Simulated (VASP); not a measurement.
# Ni3Pt: structure and properties in VASP

What structure does Ni3Pt take at this level, and what are its properties? The steps: magnetic order: ferromagnetic, magnetic order: antiferromagnetic within the cell, magnetic order: antiferromagnetic, q = (0, 0, 1/2), magnetic order: antiferromagnetic, q = (1/2, 1/2, 1/2), magnetic order: antiferromagnetic, q = (1/2, 1/2, 0), the orders side by side, relaxing cell and atoms (r2SCAN + rVV10), single point with fields (r2SCAN + rVV10), bands along the symmetry lines (r2SCAN + rVV10), total and projected DOS (r2SCAN + rVV10), band structure (r2SCAN + rVV10 + SOC), volume scan with r2SCAN + rVV10, fit for r2SCAN + rVV10 and independent-particle dielectric function (r2SCAN + rVV10). The start is a computed cell from the Materials Project.

Method: r2SCAN with rVV10, spin-polarised from a ferromagnetic start; plane waves and PAW (Ni, Pt), in the first sound run; inputs show where later runs differ, in VASP 6.6.1.

### 1. The structure

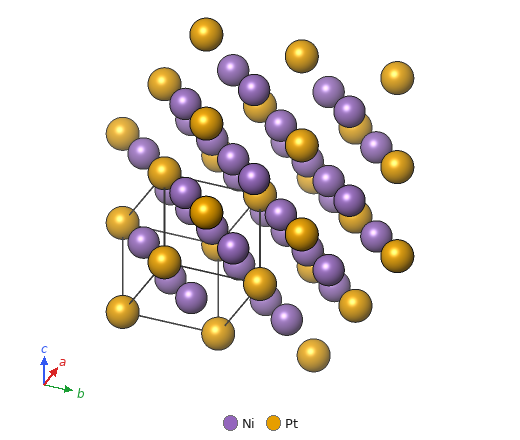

The cell as given, from a free direction (nickel purple, platinum orange). 2×2×2 cells are drawn. Some periodic images of atoms are drawn too.

Coordinates:

```cif
data_structure
_symmetry_space_group_name_H-M 'P 1'
_symmetry_Int_Tables_number 1
_cell_length_a 3.6246
_cell_length_b 3.6246
_cell_length_c 3.6246
_cell_angle_alpha 90.000
_cell_angle_beta 90.000
_cell_angle_gamma 90.000
_cell_volume 47.62
loop_
_atom_site_label
_atom_site_type_symbol
_atom_site_fract_x
_atom_site_fract_y
_atom_site_fract_z
_atom_site_occupancy
Ni1 Ni 0.50000 0.00000 0.50000 1
Ni2 Ni 0.00000 0.50000 0.50000 1
Ni3 Ni 0.50000 0.50000 0.00000 1
Pt4 Pt 0.00000 0.00000 0.00000 1
```

### 2. Magnetic order: ferromagnetic

The properties of a magnet depend on its order, so a few collinear patterns are compared first on the cell as listed, beginning with all moments parallel. r2SCAN adds the kinetic-energy density, costs more than a GGA and is run with LASPH. LUSE_VDW switches on a nonlocal correlation term for dispersion.

Contents of INCAR:

```
SYSTEM = Ni3Pt
PREC = Accurate
ENCUT = 400
EDIFF = 1E-06
NELM = 100
ISMEAR = 1
SIGMA = 0.2
LREAL = .FALSE.
ALGO = Normal
METAGGA = R2SCAN
LUSE_VDW = .TRUE.
IVDW_NL = 2
BPARAM = 11.95
CPARAM = 0.0093
LASPH = .TRUE.
NBANDS = 30
ISPIN = 2
MAGMOM = 1 1 1 0
LMAXMIX = 4
LORBIT = 11
LWAVE = .FALSE.
LCHARG = .FALSE.
KPAR = 8
ISIF = 2
```

Contents of POSCAR:

```
Ni3Pt
1.0
    3.6245667900      0.0000000000      0.0000000000
    0.0000000000      3.6245667900      0.0000000000
    0.0000000000      0.0000000000      3.6245667900
Ni Pt
3 1
Direct
    0.5000000000      0.0000000000      0.5000000000
    0.0000000000      0.5000000000      0.5000000000
    0.5000000000      0.5000000000      0.0000000000
    0.0000000000      0.0000000000      0.0000000000
```

Contents of KPOINTS:

```
Automatic mesh
0
Gamma
6 6 6
0 0 0
```

Potentials, in the order of the species: Ni and Pt (PBE family, release 64).

Started as:

```console
$ mpirun -np 8 vasp_std
```

Output:

```text
[banner, memory and clock lines left out]
running    8 mpi-ranks, on    1 nodes
 distrk:  each k-point on    1 cores,    8 groups
 distr:  one band on    1 cores,    1 groups

 POSCAR found type information on POSCAR NiPt
 POSCAR found :  2 types and       4 ions
|                                                                             |
|           W    W    AA    RRRRR   N    N  II  N    N   GGGG   !!!           |
|           W    W   A  A   R    R  NN   N  II  NN   N  G    G  !!!           |
|           W    W  A    A  R    R  N N  N  II  N N  N  G       !!!           |
|           W WW W  AAAAAA  RRRRR   N  N N  II  N  N N  G  GGG   !            |
|           WW  WW  A    A  R   R   N   NN  II  N   NN  G    G                |
|           W    W  A    A  R    R  N    N  II  N    N   GGGG   !!!           |
|                                                                             |
|     For optimal performance we recommend to set                             |
|       NCORE = 2 up to number-of-cores-per-socket                            |
|     NCORE specifies how many cores store one orbital (NPAR=cpu/NCORE).      |
|     This setting can greatly improve the performance of VASP for DFT.       |
|     The default, NCORE=1 might be grossly inefficient on modern             |
|     multi-core architectures or massively parallel machines. Do your        |
|     Unfortunately you need to use the default for GW and RPA                |
|     calculations (for HF NCORE is supported but not extensively tested      |
|     yet).                                                                   |
|                                                                             |

|                                                                             |
|               ----> ADVICE to this user running VASP <----                  |
|                                                                             |
|     You have switched on vdW-DFT.                                           |
|     This routine was written and supplied by Jiri Klimes. We recommend      |
|     that you carefully read and cite the following publications:            |
|       J. Klimes, D.R. Bowler, A. Michelides                                 |
|          J. Phys.: Cond Matt. 22 022201 (2010)                              |
|       J. Klimes, D.R. Bowler, A. Michelides                                 |
|          Phys. Rev. B. 83, 195131 (2011)                                    |
|     and references therein.                                                 |
|                                                                             |

|                                                                             |
|               ----> ADVICE to this user running VASP <----                  |
|                                                                             |
|     You enforced a specific xc type in the INCAR file but a different       |
|     [... a line on the potential file left out ...]
|     I HOPE YOU KNOW WHAT YOU ARE DOING!                                     |
|                                                                             |

 LDA part: xc-table for (None), standard interpolation
 POSCAR, INCAR and KPOINTS ok, starting setup
 FFT: planning ... GRIDC
 FFT: planning ... GRID_SOFT
 FFT: planning ... GRID
 WAVECAR not read
 entering main loop
       N       E                     dE             d eps       ncg     rms          rms(c)
Total rVV10 correction in eV:      0.9634267    45.9826634
Total rVV10 correction in eV:      0.9634267    45.9826634
Total rVV10 correction in eV:      0.9634267    45.9826634
Total rVV10 correction in eV:      0.9634267    45.9826634
Total rVV10 correction in eV:      0.9634267    45.9826634
Total rVV10 correction in eV:      0.9634267    45.9826634
Total rVV10 correction in eV:      0.9634267    45.9826634
Total rVV10 correction in eV:      0.9634267    45.9826634
DAV:   1     0.183906027953E+03    0.18391E+03   -0.15538E+04  2480   0.150E+03
DAV:   2    -0.800752424261E+02   -0.26398E+03   -0.24839E+03  2442   0.321E+02
DAV:   3    -0.968018308132E+02   -0.16727E+02   -0.16044E+02  2640   0.100E+02
DAV:   4    -0.970757648574E+02   -0.27393E+00   -0.27364E+00  2738   0.125E+01
DAV:   5    -0.970864367120E+02   -0.10672E-01   -0.10671E-01  3064   0.214E+00    0.234E+01
Total rVV10 correction in eV:      0.8791124    45.9826631
Total rVV10 correction in eV:      0.8791124    45.9826631
Total rVV10 correction in eV:      0.8791124    45.9826631
Total rVV10 correction in eV:      0.8791124    45.9826631
Total rVV10 correction in eV:      0.8791124    45.9826631
Total rVV10 correction in eV:      0.8791124    45.9826631
Total rVV10 correction in eV:      0.8791124    45.9826631
Total rVV10 correction in eV:      0.8791124    45.9826631
DAV:   6    -0.909296418398E+02    0.61568E+01   -0.36662E+01  2648   0.110E+02    0.256E+01
Total rVV10 correction in eV:      0.8965867    45.9826633
Total rVV10 correction in eV:      0.8965867    45.9826633
Total rVV10 correction in eV:      0.8965867    45.9826633
Total rVV10 correction in eV:      0.8965867    45.9826633
Total rVV10 correction in eV:      0.8965867    45.9826633
Total rVV10 correction in eV:      0.8965867    45.9826633
Total rVV10 correction in eV:      0.8965867    45.9826633
Total rVV10 correction in eV:      0.8965867    45.9826633
DAV:   7    -0.869841019827E+02    0.39455E+01   -0.24700E+01  3002   0.766E+01    0.846E+00
Total rVV10 correction in eV:      0.8962407    45.9826631
Total rVV10 correction in eV:      0.8962407    45.9826631
Total rVV10 correction in eV:      0.8962407    45.9826631
Total rVV10 correction in eV:      0.8962407    45.9826631
Total rVV10 correction in eV:      0.8962407    45.9826631
Total rVV10 correction in eV:      0.8962407    45.9826631
Total rVV10 correction in eV:      0.8962407    45.9826631
Total rVV10 correction in eV:      0.8962407    45.9826631
DAV:   8    -0.868697621955E+02    0.11434E+00   -0.71290E-01  3086   0.972E+00    0.421E+00
Total rVV10 correction in eV:      0.8926670    45.9826631
Total rVV10 correction in eV:      0.8926670    45.9826631
Total rVV10 correction in eV:      0.8926670    45.9826631
Total rVV10 correction in eV:      0.8926670    45.9826631
Total rVV10 correction in eV:      0.8926670    45.9826631
Total rVV10 correction in eV:      0.8926670    45.9826631
Total rVV10 correction in eV:      0.8926670    45.9826631
Total rVV10 correction in eV:      0.8926670    45.9826631
DAV:   9    -0.868294124005E+02    0.40350E-01   -0.24693E-01  3476   0.706E+00    0.144E+00
Total rVV10 correction in eV:      0.8903770    45.9826631
Total rVV10 correction in eV:      0.8903770    45.9826631
Total rVV10 correction in eV:      0.8903770    45.9826631
Total rVV10 correction in eV:      0.8903770    45.9826631
Total rVV10 correction in eV:      0.8903770    45.9826631
Total rVV10 correction in eV:      0.8903770    45.9826631
Total rVV10 correction in eV:      0.8903770    45.9826631
Total rVV10 correction in eV:      0.8903770    45.9826631
DAV:  10    -0.868292458229E+02    0.16658E-03   -0.43639E-02  2574   0.202E+00    0.597E-01
Total rVV10 correction in eV:      0.8880855    45.9826630
Total rVV10 correction in eV:      0.8880855    45.9826630
Total rVV10 correction in eV:      0.8880855    45.9826630
Total rVV10 correction in eV:      0.8880855    45.9826630
Total rVV10 correction in eV:      0.8880855    45.9826630
Total rVV10 correction in eV:      0.8880855    45.9826630
Total rVV10 correction in eV:      0.8880855    45.9826630
Total rVV10 correction in eV:      0.8880855    45.9826630
DAV:  11    -0.868286649139E+02    0.58091E-03   -0.11389E-02  2736   0.947E-01    0.247E-01
Total rVV10 correction in eV:      0.8873819    45.9826630
Total rVV10 correction in eV:      0.8873819    45.9826630
Total rVV10 correction in eV:      0.8873819    45.9826630
Total rVV10 correction in eV:      0.8873819    45.9826630
Total rVV10 correction in eV:      0.8873819    45.9826630
Total rVV10 correction in eV:      0.8873819    45.9826630
Total rVV10 correction in eV:      0.8873819    45.9826630
Total rVV10 correction in eV:      0.8873819    45.9826630
DAV:  12    -0.868290367550E+02   -0.37184E-03   -0.11928E-03  2922   0.572E-01    0.127E-01
Total rVV10 correction in eV:      0.8874735    45.9826630
Total rVV10 correction in eV:      0.8874735    45.9826630
Total rVV10 correction in eV:      0.8874735    45.9826630
Total rVV10 correction in eV:      0.8874735    45.9826630
Total rVV10 correction in eV:      0.8874735    45.9826630
Total rVV10 correction in eV:      0.8874735    45.9826630
Total rVV10 correction in eV:      0.8874735    45.9826630
Total rVV10 correction in eV:      0.8874735    45.9826630
DAV:  13    -0.868290094490E+02    0.27306E-04   -0.16817E-04  2662   0.123E-01    0.768E-02
Total rVV10 correction in eV:      0.8876220    45.9826630
Total rVV10 correction in eV:      0.8876220    45.9826630
Total rVV10 correction in eV:      0.8876220    45.9826630
Total rVV10 correction in eV:      0.8876220    45.9826630
Total rVV10 correction in eV:      0.8876220    45.9826630
Total rVV10 correction in eV:      0.8876220    45.9826630
Total rVV10 correction in eV:      0.8876220    45.9826630
Total rVV10 correction in eV:      0.8876220    45.9826630
DAV:  14    -0.868290153535E+02   -0.59045E-05   -0.55550E-05  2836   0.733E-02    0.306E-02
Total rVV10 correction in eV:      0.8877101    45.9826630
Total rVV10 correction in eV:      0.8877101    45.9826630
Total rVV10 correction in eV:      0.8877101    45.9826630
Total rVV10 correction in eV:      0.8877101    45.9826630
Total rVV10 correction in eV:      0.8877101    45.9826630
Total rVV10 correction in eV:      0.8877101    45.9826630
Total rVV10 correction in eV:      0.8877101    45.9826630
Total rVV10 correction in eV:      0.8877101    45.9826630
DAV:  15    -0.868290224115E+02   -0.70580E-05   -0.22486E-05  3064   0.482E-02    0.888E-03
Total rVV10 correction in eV:      0.8877224    45.9826630
Total rVV10 correction in eV:      0.8877224    45.9826630
Total rVV10 correction in eV:      0.8877224    45.9826630
Total rVV10 correction in eV:      0.8877224    45.9826630
Total rVV10 correction in eV:      0.8877224    45.9826630
Total rVV10 correction in eV:      0.8877224    45.9826630
Total rVV10 correction in eV:      0.8877224    45.9826630
Total rVV10 correction in eV:      0.8877224    45.9826630
DAV:  16    -0.868290275026E+02   -0.50911E-05   -0.42294E-06  2480   0.195E-02    0.466E-03
Total rVV10 correction in eV:      0.8877297    45.9826630
Total rVV10 correction in eV:      0.8877297    45.9826630
Total rVV10 correction in eV:      0.8877297    45.9826630
Total rVV10 correction in eV:      0.8877297    45.9826630
Total rVV10 correction in eV:      0.8877297    45.9826630
Total rVV10 correction in eV:      0.8877297    45.9826630
Total rVV10 correction in eV:      0.8877297    45.9826630
Total rVV10 correction in eV:      0.8877297    45.9826630
DAV:  17    -0.868290277709E+02   -0.26835E-06   -0.61900E-07  1474   0.102E-02
Total rVV10 correction in eV:      0.8877206    45.9826630
Total rVV10 correction in eV:      0.8877206    45.9826630
Total rVV10 correction in eV:      0.8877206    45.9826630
Total rVV10 correction in eV:      0.8877206    45.9826630
Total rVV10 correction in eV:      0.8877206    45.9826630
Total rVV10 correction in eV:      0.8877206    45.9826630
Total rVV10 correction in eV:      0.8877206    45.9826630
Total rVV10 correction in eV:      0.8877206    45.9826630
Total rVV10 correction in eV:      0.8877279    45.9826630
Total rVV10 correction in eV:      0.8877279    45.9826630
Total rVV10 correction in eV:      0.8877279    45.9826630
Total rVV10 correction in eV:      0.8877279    45.9826630
Total rVV10 correction in eV:      0.8877279    45.9826630
Total rVV10 correction in eV:      0.8877279    45.9826630
Total rVV10 correction in eV:      0.8877279    45.9826630
Total rVV10 correction in eV:      0.8877279    45.9826630
   1 F= -.86829028E+02 E0= -.86830897E+02  d E =0.560791E-02  mag=     2.8930
```

Elapsed: 83 s, on 8 MPI ranks of AMD EPYC 7R43, shared host; peak memory 1.7 GiB.

The logs omit lines about the potential files and the build; timing stands in the text.

[end of part 1 of 15]

[Lines on the potential files, build, host, timing and source positions are cut from VASP's logs without a mark.]

[Logs are printed without paths, hosts, clocks, repeated set-up lines and the standing remarks that a program may print on its own settings, such as how far it seeks lower states.]

[Hosts, paths, dates, database ids (printed as entryN), source tags and the programs' standing remarks are cut or masked in the printed files.]

[A measured line is paired with the nearest computed mode of its activity, which favours agreement.]

[In band tables of VASP the shares of atoms and orbitals are scaled to a sum of 1 inside the atoms' spheres.]
